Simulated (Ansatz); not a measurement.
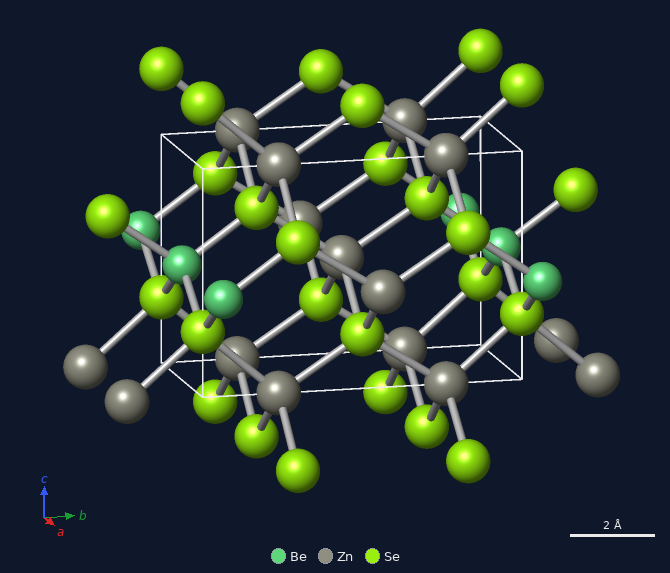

Ball-and-stick drawing of the structure, looking slightly off an axis. The box is the conventional unit cell; atoms on or close to its faces, edges and corners are drawn wherever they repeat. Atoms of adjacent cells appear where they bond to atoms in the box.

BeZn₃Se₄, space group Pmm2 (No. 25), a = 3.945 Å, b = 7.905 Å, c = 5.609 Å, α = 90.00°, β = 90.00°, γ = 90.00°. Its origin is a structure type filled with these elements by a generator (whether the compound takes this form wasn't checked). Earlier steps of the study, as a rule a relaxation of our own, may have changed the cell and positions, so they can lie some per cent off the listed ones. It was run through Ansatz as a DFT input.

This one geometry was computed with Ansatz (DFT, plane waves, PAW) at three levels of theory: PBE, PBEsol and r2SCAN.

Question: Which level gives the highest pressure at this volume, and what does that say about its equilibrium volume?

Answer: Highest: PBE (0.0 GPa), which points to the largest equilibrium volume. Lowest, with the smallest volume: PBEsol (-2.9 GPa). Levels within 0.5 GPa of each other can't be told apart.

Question: How does the band gap change with the level of theory?

Answer: PBEsol: a gap of 1.53 eV, direct; PBE: a gap of 1.65 eV, direct; r2SCAN: a gap of 2.22 eV, direct.

Question: Collect the results in a table.

Answer:
| level | cutoff (eV) | k-mesh of the run's cell | gap (eV) | pressure (GPa) |
| --- | --- | --- | --- | --- |
| PBE | 420 | 8×4×6 | 1.65 | 0.0 |
| PBEsol | 420 | 8×4×6 | 1.53 | -2.9 |
| r2SCAN | 500 | 8×4×6 | 2.22 | -1.9 |

Gaps are taken on the k-mesh or band path of each run.
